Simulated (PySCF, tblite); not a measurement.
# C₈H₁₀Si: geometry, infrared bands and NMR shifts

Wanted: the infrared bands and NMR shifts of C₈H₁₀Si (`C(#CC1CC1)C1=CC[SiH2]1`), by calculation.

Programs: tblite 0.8.0 and PySCF 2.14.0, with density-fitted response routines of our own. Each step states its level of theory. These are calculated values for one molecule in the gas phase, unless marked as measured. Atoms count from 0, in the outputs and in this text.

## 1. Starting geometry

19 atoms, charge 0, multiplicity 1; geometry from: force field or distance geometry start.

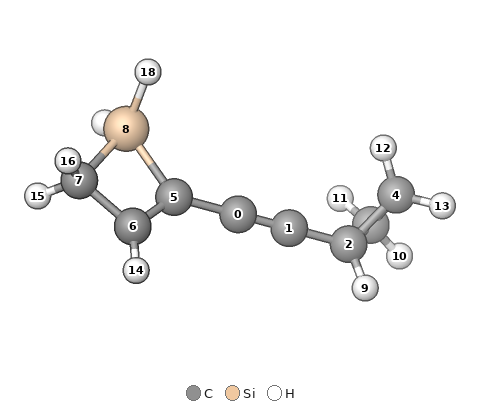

As it starts; carbon grey, silicon light orange, hydrogen white, atoms numbered.

## 2. Relaxing the molecule with GFN2-xTB

Job settings and geometry (Å):

```
{"job": {"kind": "relax", "xc": "GFN2-xTB", "basis": "xTB"}, "charge": 0, "multiplicity": 1}
C      0.084000    -0.063000    -0.419600
C     -1.118300     0.009000    -0.581900
C     -2.522800     0.077300    -0.757700
C     -3.436700    -0.465700     0.300400
C     -3.331100     1.009600     0.122000
C      1.596000    -0.143600    -0.222600
C      2.613500    -0.326800    -1.101500
C      3.843400    -0.289800    -0.155100
Si     2.668500    -0.024100     1.294500
H     -2.873900    -0.030500    -1.783100
H     -4.351700    -0.966600    -0.008700
H     -2.993200    -0.904900     1.201100
H     -2.817100     1.588400     0.883500
H     -4.166700     1.527200    -0.336100
H      2.577500    -0.460800    -2.180600
H      4.407300    -1.223600    -0.080700
H      4.536300     0.535800    -0.319400
H      2.547900    -1.176500     2.229900
H      2.727300     1.338000     1.908200
```

The run is started by

```
$ OMP_NUM_THREADS=1 python probes_run.py task.json out
```

One launch serves the whole session: the jobs run in the order shown.

**Question.** This job is followed by: GFN2-xTB harmonic vibrations, gas phase; GIAO PBE0/pcSseg-1 NMR shielding, non-relativistic, gas phase. What will the session give for the following? strongest single infrared mode (GFN2-xTB); zero-point energy (GFN2-xTB); 13C shifts against TMS (PBE0/pcSseg-1, means over atoms taken as alike); 1H shifts against TMS (PBE0/pcSseg-1, means over atoms taken as alike); 29Si shifts against TMS (PBE0/pcSseg-1).

**Answer**, as computed:

```
                                                               quantity                                           value
                              strongest single infrared mode (GFN2-xTB)                           2260 cm⁻¹, 525 km/mol
                                           zero-point energy (GFN2-xTB)                                   90.7 kcal/mol
13C shifts against TMS (PBE0/pcSseg-1, means over atoms taken as alike)  162.5, 135.3, 107.6, 80.9, 18.5, 12.2, 3.7 ppm
 1H shifts against TMS (PBE0/pcSseg-1, means over atoms taken as alike)          7.14, 4.97, 1.90, 1.51, 0.81, 0.65 ppm
                                29Si shifts against TMS (PBE0/pcSseg-1)                                       -35.9 ppm
```

Over 39 steps the energy fell by 0.454 eV; of the close pairs, C0–C5 changed most, 1.527 to 1.394 Å. All 51 modes are real, so the xTB geometry is a minimum. The strongest single mode, at 2260 cm⁻¹, moves mainly H18 and H17. Unscaled tight-binding wavenumbers are off by several per cent, some by more. Its intensities can rank the bands wrongly. H14 (hydrogen on an alkene CH) lies farthest downfield among hydrogen, at 7.14 ppm; attached to an sp2 carbon and in the plane of the double bond. At PBE0/pcSseg-1: The largest span, 274 ppm, is at C0, where the paramagnetic term is -140 ppm.
